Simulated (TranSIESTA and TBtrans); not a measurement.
Junction: In chain bridged by a linear H2 unit along the axis. Leads: straight In chain, spacing 2.9 Å. Geometry: 4 atoms about the centre moved by SIESTA (PBE, DZP) to a largest force of 0.01 eV/Å, all others as built, motion along the axis alone.

Method: TranSIESTA and TBtrans, PBE, DZP numerical orbitals (energy shift 0.15 eV), PseudoDojo norm-conserving scalar-relativistic potentials, mesh cutoff 200 Ry, 300 K, no spin polarisation, no spin-orbit coupling; self-consistent non-equilibrium Green functions.

Energies count from the leads' Fermi level. Transmissions are for one spin of a degenerate pair. The energy step is 0.01 eV; narrower resonances are cut or missed.

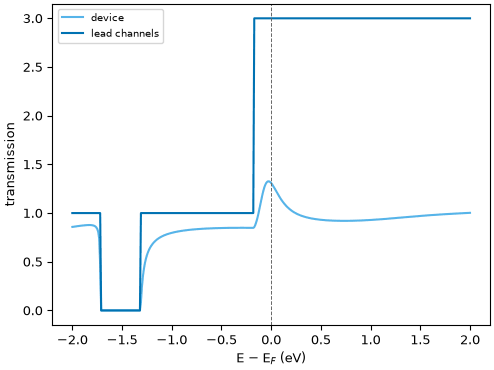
Transmission against energy

```csv
E (eV),T,lead channels
-2.00,0.86,1
-1.80,0.88,1
-1.60,0,0
-1.40,0,0
-1.20,0.67,1
-1.00,0.80,1
-0.80,0.83,1
-0.60,0.84,1
-0.40,0.85,1
-0.20,0.85,1
0.00,1.31,3
0.20,1.03,3
0.40,0.95,3
0.60,0.92,3
0.80,0.92,3
1.00,0.93,3
1.20,0.94,3
1.40,0.96,3
1.60,0.98,3
1.80,0.99,3
2.00,1.00,3
```

The straight chain is held at its spacing; free chains may zigzag or dimerise. No spin-polarised start was tried, so a magnetic state, if there is one, is missed.
